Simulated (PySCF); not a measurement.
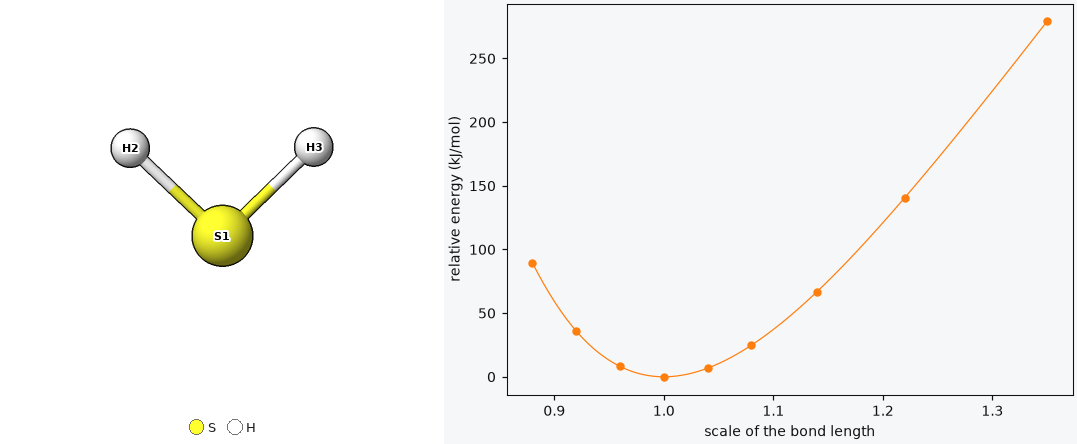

Rigid scan of SH₂, singlet, from a minimum of the shape that electron-pair counting expects: all bonds to atom 1 scaled (atom 1 is the central atom). PBE0/def2-TZVP with PySCF 2.14.0, restricted determinant, no spin-orbit coupling; energies counted from the minimum. Splines pass through the computed points, which are marked.

Q: What does it cost to go to either end of the scan?

A: 89.4 kJ/mol at 0.88 and 279.1 kJ/mol at 1.35.

Q: Give the values at the computed points.

A: In kJ/mol:
| scale of the bond length | PBE0 |
| --- | --- |
| 0.88 | 89.4 |
| 0.92 | 35.9 |
| 0.96 | 8.2 |
| 1.00 | 0.0 |
| 1.04 | 6.8 |
| 1.08 | 24.8 |
| 1.14 | 66.9 |
| 1.22 | 140.7 |
| 1.35 | 279.1 |
